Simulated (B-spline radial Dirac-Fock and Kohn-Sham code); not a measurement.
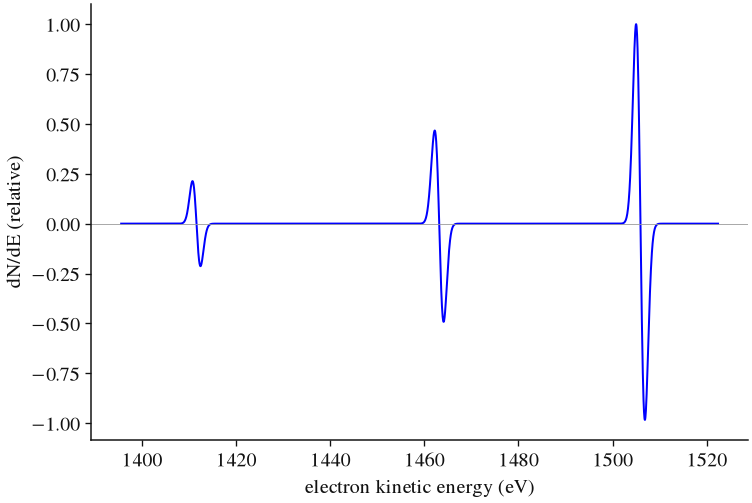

Figure. Auger groups that fill a K (1s) hole, broadened by 2.0 eV full width and differentiated. Kinetic energies count from the vacuum level; very weak lines are left out. Species: Si⁵⁺ ([He] 2s2 2p5). Method: independent-particle Coulomb rates on relativistic LDA orbitals, configuration-average energies from Dirac–Fock (computed with a B-spline radial atomic code).

What can be read from it?

The strongest group is K-L2L3 at 1.506 keV (37 % of the non-radiative width), followed by K-L3L3 at 1.506 keV (21 %), K-L1L3 at 1.463 keV (19 %), K-L1L1 at 1.412 keV (11 %). The lines shown span 1.412 keV to 1.506 keV.
